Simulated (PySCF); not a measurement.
C₂H₂F₆Si₂, SMILES F[Si](F)(F)/C=C\[Si](F)(F)F at its GFN2-xTB optimised geometry (Å):

```
12

F      0.5301    -2.3733     0.2908
Si     0.4270    -2.2657    -1.2842
F      0.3048    -3.7616    -1.7952
F      1.8553    -1.7816    -1.7662
C     -0.9943    -1.2362    -1.9179
C     -1.3773    -0.0536    -1.4308
Si    -0.5835     0.8431     0.0000
F      0.9984     0.8431     0.0000
F     -0.9984     2.3733     0.0000
F     -1.0035     0.3029     1.4278
H     -1.5455    -1.6492    -2.7555
H     -2.2223     0.4431    -1.8947
```

Level of theory: PBE/def2-TZVP (PySCF 2.14.0). Cells within 0.4 Å of a nucleus heavier than hydrogen are left out (blank, or x).

Map of the log10 of the electron density (e/bohr³), floored at −4 on the plane z = 0.6 Å:

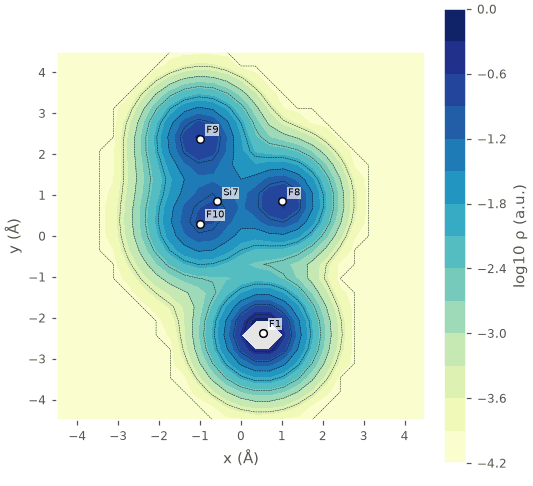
Log10 of the electron density (e/bohr³), floored at −4 on the plane z = 0.6 Å.
